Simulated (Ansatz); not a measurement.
The relaxed structure here is a generated cell of PbS: the first start was made by placing the elements on the sites of a structure type, and the end was not matched to a known phase here, so it may be hypothetical. Known forms of PbS include space group No. 225.

One stationary structure of PbS. Method: r2SCAN (plane waves to 500 eV, PAW, scalar-relativistic; Ansatz, an electronic-structure program).

P6₃mc (No. 186), hP4; a = b = 4.0801 Å, c = 7.6904 Å, α = β = 90.00°, γ = 120.00°.

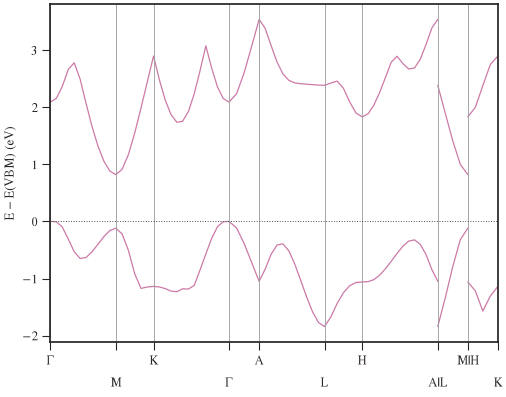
Figure: Highest filled and lowest empty band along the path of this cell's Brillouin zone

Question: Read off the gap and say whether it is direct.

Answer: 0.82 eV, indirect (valence top at Γ, conduction bottom at M) (no spin-orbit coupling).

Question: How far does the top valence band disperse along this path?

Answer: About 1.8 eV.

No spin polarisation in the result. Without spin-orbit coupling the bands of the heavy element are not split, so the gap can be far off.

The run could not lose the symmetry of its start: the end is stationary, and may be a saddle point rather than a minimum.
